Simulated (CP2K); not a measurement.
# IPEA1-xTB run of C2H9NSi (SMILES CNC[SiH3])

What is the vertical ionisation energy of C2H9NSi at IPEA1-xTB? The job is set up through an ASE script.

Program for the calculation: CP2K 2026.2.

1 further run of the same task is left out (set aside as unsound or not needed).

**1. The structure to begin with**

The species is C2H9NSi (13 atoms), meant as a singlet with charge 0. As SMILES, `CNC[SiH3]`. Geometry: relaxed at GFN2-xTB. This is one conformer, not always the lowest.

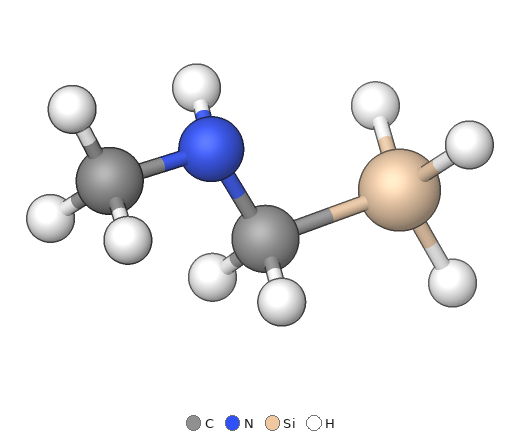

Viewed from a chosen angle; carbon grey, nitrogen blue, silicon light orange, hydrogen white.

**2. Energy and forces at IPEA1-xTB**

Contents of molecule.xyz:

```xyz
13

C     -0.866710     1.824530     0.118930
N     -0.718190     0.389910     0.240570
C      0.540450    -0.102130    -0.292050
Si     0.627060    -1.996290    -0.125990
H     -1.810250     2.126970     0.570600
H     -0.049070     2.392580     0.592170
H     -0.889180     2.083250    -0.940920
H     -0.796870     0.124660     1.218040
H      1.411840     0.381500     0.185140
H      0.577180     0.180770    -1.348370
H      1.897970    -2.456860    -0.691330
H     -0.503430    -2.600890    -0.824210
H      0.579200    -2.348010     1.297430
```

Contents of cp2k_ase.py:

```python
import numpy as np
from ase.io import read
from ase.calculators.cp2k import CP2K

atoms = read("molecule.xyz")
atoms.set_cell([15.7, 17.0, 14.6])
atoms.center()
cp2k_input = """
&FORCE_EVAL
  METHOD Quickstep
  &DFT
    &QS
      METHOD XTB
      EPS_DEFAULT 1.0E-10
      &XTB
        GFN_TYPE TBLITE
        &TBLITE
          METHOD IPEA1
        &END TBLITE
        CHECK_ATOMIC_CHARGES F
      &END XTB
    &END QS
    &POISSON
      PERIODIC NONE
      POISSON_SOLVER ANALYTIC
    &END POISSON
    &SCF
      SCF_GUESS ATOMIC
      EPS_SCF 1.0E-06
      MAX_SCF 150
      ADDED_MOS 8
      &DIAGONALIZATION
        ALGORITHM STANDARD
      &END DIAGONALIZATION
      &MIXING
        METHOD DIRECT_P_MIXING
        ALPHA 0.4
      &END MIXING
      &SMEAR ON
        METHOD FERMI_DIRAC
        ELECTRONIC_TEMPERATURE [K] 300
      &END SMEAR
    &END SCF
    &PRINT
      &MOMENTS
        PERIODIC F
        REFERENCE COM
        MAX_MOMENT 1
      &END MOMENTS
      &MO ON
        ENERGIES T
        OCCUPATION_NUMBERS T
        NDIGITS 6
        &EACH
          QS_SCF 0
        &END EACH
        ADD_LAST NUMERIC
      &END MO
      &HIRSHFELD OFF
      &END HIRSHFELD
    &END PRINT
  &END DFT
  &SUBSYS
  &END SUBSYS
&END FORCE_EVAL
"""
calc = CP2K(command="cp2k.psmp -s", label="calc", inp=cp2k_input, basis_set=None, basis_set_file=None, potential_file=None, pseudo_potential=None, xc=None, cutoff=None, max_scf=None, charge=None, uks=False,
            force_eval_method=None, print_level="LOW", poisson_solver=None, stress_tensor=False)
atoms.calc = calc
print("E / eV:", round(atoms.get_potential_energy(), 6))
forces = atoms.get_forces()
print(np.array2string(forces, precision=5, suppress_small=True))
print("largest force / (eV/A): %.4f" % np.linalg.norm(forces, axis=1).max())
```

On the command line:

```sh
$ OMP_NUM_THREADS=1 python cp2k_ase.py
```

Output:

```text
E / eV: -424.990952
[[-0.11236  0.4235  -0.31846]
 [-0.29967 -0.17835  0.20843]
 [ 0.66113 -0.76835 -0.22573]
 [-0.14963 -0.47794  0.21666]
 [-0.03348  0.00942  0.04589]
 [-0.05381 -0.27167  0.01641]
 [-0.00113  0.04638  0.09095]
 [-0.0227  -0.01096  0.33291]
 [-0.00156  0.38991 -0.0156 ]
 [ 0.15031  0.25674 -0.19494]
 [-0.67536  0.16965  0.26056]
 [ 0.55273  0.26097  0.34749]
 [-0.01447  0.1507  -0.76459]]
largest force / (eV/A): 1.0385
```

calc.out:

```text
CP2K| version string:                                       CP2K version 2026.2
 CP2K| Input file name                                                  calc.inp

 GLOBAL| Basis set file name                                           BASIS_SET
 GLOBAL| Potential file name                                           POTENTIAL
 GLOBAL| Coordinate file name                                      __STD_INPUT__
 GLOBAL| Method name                                                        CP2K
 GLOBAL| Project name                                                       calc
 GLOBAL| Run type                                                   ENERGY_FORCE
 GLOBAL| FFT library                                                       FFTW3
 GLOBAL| Diagonalization library                                       ScaLAPACK
 GLOBAL| Global print level                                                  LOW
 GLOBAL| Total number of message passing processes                             1
 GLOBAL| Number of threads for this process                                    1
 GLOBAL| CPU model name                                                  UNKNOWN

 GENERATE|  Preliminary Number of Bonds generated:                             0
 GENERATE|  Achieved consistency in connectivity generation.

[... 3 lines left out ...]
 *** WARNING in qs_kind_types.F:2330 :: Information provided in the input ***
[... 5 lines left out ...]
 *** WARNING in qs_kind_types.F:2330 :: Information provided in the input ***
[... 77 lines left out ...]
  *** SCF run converged in    15 steps ***
[... 2 lines left out ...]
  Repulsive potential energy:                                   0.22123197485897
[... 1 line left out ...]
  Self-consistent dispersion energy:                            0.00000000000000
[... 2 lines left out ...]
  Electronic entropic energy:                                  -0.00000000000000
[... 2 lines left out ...]
  Total energy:                                               -15.61813077464481
[... 2 lines left out ...]
 TB_DIPOLE| Dipole type                                             non-periodic
[... 1 line left out ...]
 TB_DIPOLE| Moment [a.u.]           0.11711005       0.38032447       0.15457008
[... 1 line left out ...]
 TB_DIPOLE| Derivative [a.u.]       0.00000000       0.00000000       0.00000000
[... 39 lines left out ...]
 -------------------------------------------------------------------------------
```

Wall time 1.4 s (1 thread of Arm Neoverse N1, shared host); peak memory 0.14 GiB.

**3. The doublet cation at the same level**

molecule.xyz is that of step 2.

Contents of run.py:

```python
import numpy as np
from ase.io import read
from ase.calculators.cp2k import CP2K

atoms = read("molecule.xyz")
atoms.set_cell([15.7, 17.0, 14.6])
atoms.center()
cp2k_input = """
&FORCE_EVAL
    METHOD QUICKSTEP
    &DFT
        CHARGE 1
        MULTIPLICITY 2
        LSD T
        &QS
            METHOD XTB
            EPS_DEFAULT 1.0E-10
            &XTB
                GFN_TYPE TBLITE
                &TBLITE
                    METHOD IPEA1
                &END TBLITE
                CHECK_ATOMIC_CHARGES F
            &END XTB
        &END QS
        &POISSON
            PERIODIC NONE
            POISSON_SOLVER ANALYTIC
        &END POISSON
        &SCF
            SCF_GUESS ATOMIC
            EPS_SCF 1.0E-06
            MAX_SCF 150
            ADDED_MOS 2
            &DIAGONALIZATION
                ALGORITHM STANDARD
            &END DIAGONALIZATION
            &MIXING
                METHOD DIRECT_P_MIXING
                ALPHA 0.4
            &END MIXING
            &SMEAR ON
                METHOD FERMI_DIRAC
                ELECTRONIC_TEMPERATURE [K] 300
            &END SMEAR
        &END SCF
        &PRINT
            &MOMENTS
                PERIODIC F
                REFERENCE COM
                MAX_MOMENT 1
            &END MOMENTS
            &MO ON
                ENERGIES T
                OCCUPATION_NUMBERS T
                NDIGITS 6
                &EACH
                    QS_SCF 0
                &END EACH
                ADD_LAST NUMERIC
            &END MO
            &HIRSHFELD OFF
            &END HIRSHFELD
        &END PRINT
    &END DFT
    &SUBSYS
    &END SUBSYS
&END FORCE_EVAL
"""
calculator = CP2K(command="cp2k.psmp -s", label="job", inp=cp2k_input, basis_set=None, basis_set_file=None, potential_file=None, pseudo_potential=None, xc=None, cutoff=None, max_scf=None, charge=None, uks=False,
            force_eval_method=None, print_level="LOW", poisson_solver=None, stress_tensor=False)
atoms.calc = calculator
print("E / eV:", round(atoms.get_potential_energy(), 6))
forces = atoms.get_forces()
print(np.array2string(forces, precision=5, suppress_small=True))
print("largest force / (eV/A): %.4f" % np.linalg.norm(forces, axis=1).max())
```

On the command line:

```sh
$ OMP_NUM_THREADS=1 python run.py
```

Output:

```text
E / eV: -411.330957
[[-1.32609 -0.03007 -0.92994]
 [ 3.49006  1.09497  0.89999]
 [-1.52099  0.79985 -0.48222]
 [ 0.19116 -1.5843   0.24654]
 [-0.02248 -0.01704  0.05773]
 [-0.12778 -0.70535 -0.07253]
 [ 0.11072  0.13447  0.04731]
 [-0.47395 -0.35146  0.16992]
 [-0.26913 -0.52413  0.34925]
 [ 0.10179  0.26973 -0.12249]
 [-0.5254   0.23874  0.17643]
 [ 0.39347  0.36715  0.16567]
 [-0.02138  0.30743 -0.50566]]
largest force / (eV/A): 3.7669
```

job.out:

```text
CP2K| version string:                                       CP2K version 2026.2
 CP2K| Input file name                                                   job.inp

 GLOBAL| Basis set file name                                           BASIS_SET
 GLOBAL| Potential file name                                           POTENTIAL
 GLOBAL| Coordinate file name                                      __STD_INPUT__
 GLOBAL| Method name                                                        CP2K
 GLOBAL| Project name                                                        job
 GLOBAL| Run type                                                   ENERGY_FORCE
 GLOBAL| FFT library                                                       FFTW3
 GLOBAL| Diagonalization library                                       ScaLAPACK
 GLOBAL| Global print level                                                  LOW
 GLOBAL| Total number of message passing processes                             1
 GLOBAL| Number of threads for this process                                    1
 GLOBAL| CPU model name                                                  UNKNOWN

 GENERATE|  Preliminary Number of Bonds generated:                             0
 GENERATE|  Achieved consistency in connectivity generation.

[... 3 lines left out ...]
 *** WARNING in qs_kind_types.F:2330 :: Information provided in the input ***
[... 5 lines left out ...]
 *** WARNING in qs_kind_types.F:2330 :: Information provided in the input ***
[... 88 lines left out ...]
  *** SCF run converged in    18 steps ***
[... 2 lines left out ...]
  Repulsive potential energy:                                   0.22123197485897
[... 1 line left out ...]
  Self-consistent dispersion energy:                            0.00000000000000
[... 2 lines left out ...]
  Electronic entropic energy:                                  -0.00001794633248
[... 2 lines left out ...]
  Total energy:                                               -15.11613520295803
[... 2 lines left out ...]
 TB_DIPOLE| Dipole type                                             non-periodic
[... 1 line left out ...]
 TB_DIPOLE| Moment [a.u.]           0.09033765       1.01459613       0.29994951
[... 1 line left out ...]
 TB_DIPOLE| Derivative [a.u.]       0.00000000       0.00000000       0.00000000
[... 49 lines left out ...]
 -------------------------------------------------------------------------------
```

Run time: 1.5 s. Hardware: 1 thread of Arm Neoverse N1, shared host; peak memory 0.14 GiB.

**4. What came out**

At IPEA1-xTB:

| quantity | value |
| --- | --- |
| singlet C2H9NSi: total energy | -15.61813 Eh |
| singlet C2H9NSi: dipole moment (from atomic charges alone) | 1.09 D |
| singlet C2H9NSi: HOMO energy | -11.09 eV |
| singlet C2H9NSi: LUMO energy | -6.19 eV |
| singlet C2H9NSi: HOMO–LUMO gap | 4.91 eV |
| doublet cation: total energy | -15.11614 Eh |
| doublet cation: HOMO energy (highest over α and β) | -16.44 eV |
| doublet cation: LUMO energy (lowest over α and β) | -16.09 eV |
| vertical ionisation energy (to the doublet cation) | 13.660 eV |

The vertical ionisation energy comes to 13.66 eV (315 kcal/mol). No empirical shift is applied, and without it xTB methods put this difference several eV too high. The dipole (singlet C2H9NSi) comes from point charges on the atoms alone, without atomic dipoles, so it is partial.
